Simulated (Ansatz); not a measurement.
**CH₆BFSi: nudged elastic band**

The run: nudged elastic band of CH₆BFSi. Method and program: RKS BHLYP/def2-SVP (Ansatz 0.2.0).

It belongs to a series of runs on one base structure; here: band between the two ends. Figures and captions count atoms from 1; the log counts them from 0 in places.

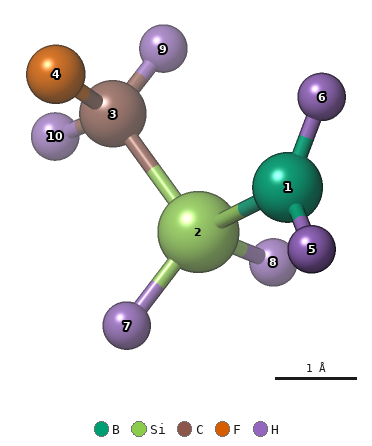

The starting structure (ball-and-stick view, seen at a tilt; atoms are numbered from 1 in the order of the input). Bond lengths as drawn: B–H 1.20 Å, B–Si 2.02 Å, C–F 1.38 Å, C–H 1.09 to 1.10 Å, C–Si 1.90 Å and H–Si 1.48 to 1.49 Å.

### Input file
```yaml
crystal:
  periodic: [false, false, false]
  atoms:
    - { symbol: B, position_ang: [-0.701643, 1.518414, -0.708065] }
    - { symbol: Si, position_ang: [0.130119, -0.318463, -0.698916] }
    - { symbol: C, position_ang: [0.404875, -0.896985, 1.090985] }
    - { symbol: F, position_ang: [1.108129, 0.088415, 1.758511] }
    - { symbol: H, position_ang: [-0.48563, 2.317621, -1.573997] }
    - { symbol: H, position_ang: [-1.478427, 1.827535, 0.151267] }
    - { symbol: H, position_ang: [1.418929, -0.387237, -1.430164] }
    - { symbol: H, position_ang: [-0.819609, -1.265205, -1.350045] }
    - { symbol: H, position_ang: [-0.548603, -1.052387, 1.607904] }
    - { symbol: H, position_ang: [0.971871, -1.831707, 1.152511] }
basis:
  gaussian: { orbitals: def2-SVP }
hamiltonian:
  xc: { name: BHLYP }
neb:
  order_check: false
  images: 5
  f_tol: 0.03
  max_iterations: 60
  initial_path: idpp
  final_atoms:
    - { symbol: B, position_ang: [-0.70236437, 1.51862468, -0.70863147] }
    - { symbol: Si, position_ang: [0.12814596, -0.31884841, -0.697873] }
    - { symbol: C, position_ang: [0.406222, -0.89715043, 1.09188697] }
    - { symbol: F, position_ang: [1.11309599, 0.08770628, 1.75615458] }
    - { symbol: H, position_ang: [-1.46833345, 1.83592374, 0.1568415] }
    - { symbol: H, position_ang: [-0.49652609, 2.3101461, -1.58390303] }
    - { symbol: H, position_ang: [1.41614609, -0.38748209, -1.43055377] }
    - { symbol: H, position_ang: [-0.82222393, -1.26538241, -1.34825055] }
    - { symbol: H, position_ang: [-0.54590967, -1.05089752, 1.6116705] }
    - { symbol: H, position_ang: [0.97175847, -1.83263894, 1.15264928] }
```

Hardware: 1 thread of Intel Xeon (Sapphire Rapids), 10 GiB of memory available, shared host.

Run as:
```bash
ansatz run input.yaml --threads 1 --pin off --max-ram 2048MiB --backend cpu --events-out ev --progress --plain --runs-dir out
```

### Output
```
Engine: ansatz 0.2.0, x86_64-unknown-linux-gnu
Functional definition: BHLYP
  parameter a = 0.5
  exchange = (1 - a)*b88_x + a*exact_x
  correlation = lyp_c
970 factors; integrals over basis functions are off by at most 3.1e-4 eV
mean field evaluation 1: about -12394.7058 eV, gradient 2.3e1 eV
mean field evaluation 2: about -12395.3826 eV, gradient 1.7e1 eV
mean field evaluation 4: about -12395.9320 eV, gradient 9.7e-1 eV
mean field evaluation 8: about -12395.9707 eV, gradient 1.2e-2 eV
mean field -12395.97073380 eV, -455.5435221763 hartree, gradient 2.4e-5 eV, S^2 0.000000; 0 other end points of the search recorded, 0 dependent functions left out
the calculation of the forces begins
reference -12395.97090264 eV, -455.5435283811 hartree; 20, 20 occupied and 70, 70 virtual orbitals, 970 factors
970 factors; integrals over basis functions are off by at most 3.2e-4 eV
mean field evaluation 16: about -12394.7051 eV, gradient 2.3e1 eV
mean field -12395.97074272 eV, -455.5435225043 hartree, gradient 2.4e-5 eV, S^2 0.000000; 0 other end points of the search recorded, 0 dependent functions left out
[... from here on the field's lines of each further geometry are left out, up to the last ...]
NEB iter   1: max|band force component| = 5.680e-1 eV/Å  barrier→ = 0.1283 eV  barrier← = 0.1283 eV  Δτ_max = 0.1453 Å  (176 SCF iters)
NEB iter   2: max|band force component| = 4.547e-1 eV/Å  barrier→ = 0.0489 eV  barrier← = 0.0489 eV  CI = image 3  Δτ_max = 0.0690 Å  (154 SCF iters)
NEB iter   3: max|band force component| = 1.832e-1 eV/Å  barrier→ = 0.0362 eV  barrier← = 0.0362 eV  CI = image 3  Δτ_max = 0.0390 Å  (155 SCF iters)
NEB iter   4: max|band force component| = 1.260e-1 eV/Å  barrier→ = 0.0326 eV  barrier← = 0.0326 eV  CI = image 3  Δτ_max = 0.0464 Å  (144 SCF iters)
NEB iter   5: max|band force component| = 3.855e-2 eV/Å  barrier→ = 0.0322 eV  barrier← = 0.0322 eV  CI = image 3  Δτ_max = 0.0359 Å  (144 SCF iters)
the calculation of the forces begins
reference -12395.96424069 eV, -455.5432835591 hartree; 20, 20 occupied and 70, 70 virtual orbitals, 970 factors
970 factors; integrals over basis functions are off by at most 3.6e-4 eV
mean field evaluation 352: about -12395.9381 eV, gradient 2.7e-5 eV
mean field -12395.93809720 eV, -455.5423228036 hartree, gradient 1.7e-5 eV, S^2 0.000000; 1 other end points of the search recorded, 0 dependent functions left out
the calculation of the forces begins
reference -12395.93826597 eV, -455.5423290058 hartree; 20, 20 occupied and 70, 70 virtual orbitals, 970 factors
NEB iter   6: max|band force component| = 2.801e-2 eV/Å  barrier→ = 0.0326 eV  barrier← = 0.0326 eV  CI = image 3  Δτ_max = 0.0000 Å  (266 SCF iters)
```

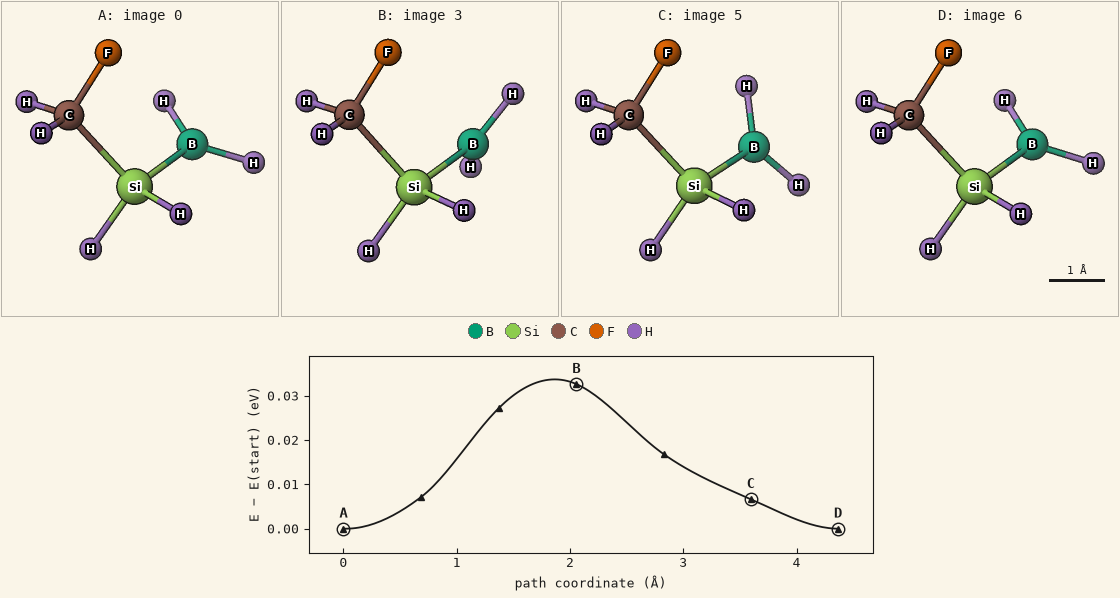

Images of the last band (counted from 0; ball-and-stick, seen at a tilt) above the energy along the path; the line is a cubic interpolation that uses the forces. The highest image is number 3, 0.033 eV above the start and 0.033 eV above the end (the climbing image); start and end have the same energy. The path is 4.36 Å long. The band converged in 6 iterations.

```
Total energy: -12395.93826597 eV, -455.5423290058 hartree
Atom 0 at    -0.902081     1.404201    -0.734007 Å, force     0.012546     0.013309    -0.028374 eV/Å
Atom 1 at    -0.083901    -0.439130    -0.648457 Å, force    -0.004693    -0.000060     0.007908 eV/Å
Atom 2 at     0.664937    -0.718485     1.083339 Å, force    -0.001253    -0.014557    -0.005391 eV/Å
Atom 3 at     1.504667     0.325956     1.398783 Å, force     0.003338     0.008090     0.000161 eV/Å
Atom 4 at    -0.199779     2.363660    -0.588670 Å, force    -0.003669    -0.007192     0.017751 eV/Å
Atom 5 at    -2.067366     1.595258    -0.936329 Å, force    -0.004235    -0.003049     0.001450 eV/Å
Atom 6 at     1.005094    -0.543359    -1.654596 Å, force    -0.004363     0.002331    -0.001238 eV/Å
Atom 7 at    -1.040262    -1.550640    -0.889950 Å, force    -0.000076    -0.001534     0.004029 eV/Å
Atom 8 at    -0.116072    -0.784081     1.849375 Å, force     0.001056    -0.000153     0.000117 eV/Å
Atom 9 at     1.234775    -1.653379     1.120502 Å, force     0.001351     0.002815     0.003587 eV/Å
Dipole moment:    -0.234779    -0.191288    -0.043817 e Å
this run last wrote the band of iteration 6 to [file]
```

### The last band as extended XYZ (Å, eV, eV/Å)
```
10
Properties=species:S:1:pos:R:3:forces:R:3 image=0 energy=-12395.97073
B    -0.7016    1.5184   -0.7081   -0.0057   0.0028   0.0053
Si    0.1301   -0.3185   -0.6989   -0.0010   0.0004  -0.0055
C     0.4049   -0.8970    1.0910    0.0020  -0.0009   0.0101
F     1.1081    0.0884    1.7585   -0.0009  -0.0034  -0.0039
H    -0.4856    2.3176   -1.5740   -0.0007  -0.0011   0.0016
H    -1.4784    1.8275    0.1513    0.0060  -0.0008  -0.0069
H     1.4189   -0.3872   -1.4302   -0.0003   0.0004   0.0008
H    -0.8196   -1.2652   -1.3500    0.0009   0.0006   0.0003
H    -0.5486   -1.0524    1.6079    0.0030  -0.0021  -0.0023
H     0.9719   -1.8317    1.1525   -0.0033   0.0040   0.0005
10
Properties=species:S:1:pos:R:3:forces:R:3 image=1 energy=-12395.96360
B    -0.7355    1.4655   -0.7034    0.0090  -0.0066   0.0003
Si    0.0596   -0.3901   -0.7310    0.0135   0.0090   0.0138
C     0.4743   -0.8114    1.0814   -0.0184  -0.0144  -0.0236
F     1.1498    0.2631    1.6294    0.0040   0.0134   0.0081
H    -0.2406    2.3980   -1.2672   -0.0064   0.0060  -0.0156
H    -1.7390    1.6642   -0.0786    0.0003  -0.0043   0.0141
H     1.2894   -0.5090   -1.5514    0.0028  -0.0071   0.0041
H    -0.9214   -1.3957   -1.2208   -0.0095   0.0038  -0.0057
H    -0.4374   -0.9806    1.6644    0.0006  -0.0038   0.0012
H     1.1008   -1.7040    1.1770    0.0041   0.0038   0.0032
10
Properties=species:S:1:pos:R:3:forces:R:3 image=2 energy=-12395.94355
B    -0.8165    1.4315   -0.7146    0.0188   0.0144   0.0017
Si   -0.0134   -0.4215   -0.7095    0.0127  -0.0084   0.0075
C     0.5643   -0.7558    1.0796   -0.0283  -0.0209  -0.0222
F     1.3197    0.3109    1.5180    0.0111   0.0237   0.0153
H    -0.1335    2.3932   -0.9202   -0.0039  -0.0026  -0.0157
H    -1.9754    1.6181   -0.4738   -0.0073  -0.0115   0.0175
H     1.1549   -0.5357   -1.6172    0.0025  -0.0027   0.0009
H    -0.9785   -1.4953   -1.0628   -0.0091   0.0052  -0.0041
H    -0.2901   -0.8786    1.7545    0.0008  -0.0041  -0.0023
H     1.1685   -1.6669    1.1461    0.0027   0.0071   0.0014
10
Properties=species:S:1:pos:R:3:forces:R:3 image=3 energy=-12395.93810
B    -0.9021    1.4042   -0.7340    0.0125   0.0133  -0.0284
Si   -0.0839   -0.4391   -0.6485   -0.0047  -0.0001   0.0079
C     0.6649   -0.7185    1.0833   -0.0013  -0.0146  -0.0054
F     1.5047    0.3260    1.3988    0.0033   0.0081   0.0002
H    -0.1998    2.3637   -0.5887   -0.0037  -0.0072   0.0178
H    -2.0674    1.5953   -0.9363   -0.0042  -0.0030   0.0014
H     1.0051   -0.5434   -1.6546   -0.0044   0.0023  -0.0012
H    -1.0403   -1.5506   -0.8900   -0.0001  -0.0015   0.0040
H    -0.1161   -0.7841    1.8494    0.0011  -0.0002   0.0001
H     1.2348   -1.6534    1.1205    0.0014   0.0028   0.0036
10
Properties=species:S:1:pos:R:3:forces:R:3 image=4 energy=-12395.95389
B    -0.9703    1.3758   -0.7458    0.0032  -0.0001   0.0062
Si   -0.1557   -0.4586   -0.5740    0.0185   0.0075  -0.0156
C     0.7729   -0.6835    1.0716   -0.0149  -0.0249  -0.0017
F     1.6517    0.3624    1.2440    0.0156   0.0154  -0.0010
H    -0.4547    2.3208   -0.2214   -0.0041   0.0015   0.0138
H    -1.9491    1.5731   -1.4073   -0.0058  -0.0002  -0.0172
H     0.8232   -0.5920   -1.6886   -0.0087  -0.0052   0.0096
H    -1.1340   -1.5712   -0.6906   -0.0102  -0.0002   0.0029
H     0.0810   -0.7031    1.9216    0.0033   0.0018  -0.0016
H     1.3351   -1.6236    1.0904    0.0032   0.0044   0.0045
10
Properties=species:S:1:pos:R:3:forces:R:3 image=5 energy=-12395.96407
B    -1.0285    1.3396   -0.7313    0.0002  -0.0034  -0.0006
Si   -0.1767   -0.4778   -0.5433    0.0049   0.0018  -0.0019
C     0.8758   -0.6309    1.0316   -0.0045  -0.0086   0.0000
F     1.7762    0.4142    1.0626    0.0063   0.0046  -0.0036
H    -0.8991    2.1997    0.0916   -0.0064   0.0015   0.0084
H    -1.7009    1.5887   -1.6918    0.0030   0.0016  -0.0061
H     0.6899   -0.7420   -1.7216   -0.0014  -0.0021   0.0028
H    -1.2233   -1.5363   -0.5001   -0.0039   0.0016   0.0007
H     0.2544   -0.5818    1.9331    0.0007   0.0016  -0.0014
H     1.4322   -1.5736    1.0692    0.0011   0.0014   0.0017
10
Properties=species:S:1:pos:R:3:forces:R:3 image=6 energy=-12395.97074
B    -0.7055    1.5164   -0.7103   -0.0034  -0.0023  -0.0016
Si    0.1266   -0.3204   -0.6975    0.0006  -0.0001   0.0018
C     0.4098   -0.8943    1.0929   -0.0006   0.0013   0.0000
F     1.1177    0.0927    1.7530   -0.0003  -0.0015   0.0004
H    -1.4694    1.8351    0.1565    0.0009   0.0003   0.0010
H    -0.5026    2.3061   -1.5879    0.0016   0.0016  -0.0007
H     1.4127   -0.3896   -1.4334    0.0000   0.0002   0.0000
H    -0.8247   -1.2692   -1.3432   -0.0003   0.0001   0.0005
H    -0.5408   -1.0476    1.6155    0.0011   0.0005  -0.0011
H     0.9763   -1.8292    1.1543    0.0003  -0.0001  -0.0003
```

### Results in brief

```tsv
quantity	value
outcome	converged
barrier, forward	0.033 eV
barrier, backward	0.033 eV
wall time	91 s
peak memory	0.27 GiB
```

### Notes

The order of the saddle point was not checked.
